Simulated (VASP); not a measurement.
Band structure of InTe (space group Fm-3m). Computed with PBEsol GGA, VASP's PBE PAW potentials (set 64) (plane waves; VASP 6.6.1).

Unless said otherwise, spin-orbit coupling is left out, though it shifts the bands of the heavy elements here.

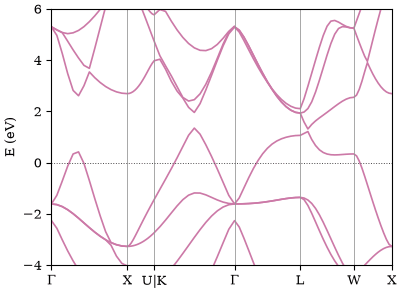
Bands along high-symmetry lines, zero at the valence-band maximum or, without a gap, the Fermi level

**Question.** Read the plot: is there a gap, and where are the band edges?

**Answer.** It has no gap at this level: it comes out as a metal or semimetal. (Edges off the drawn lines would not show.)

The structure comes from a computed database's InTe entry (Fm-3m); how it stands against other phases isn't given here. It was relaxed first. The electron count is odd and the run is not spin-polarised, which forces a metal.
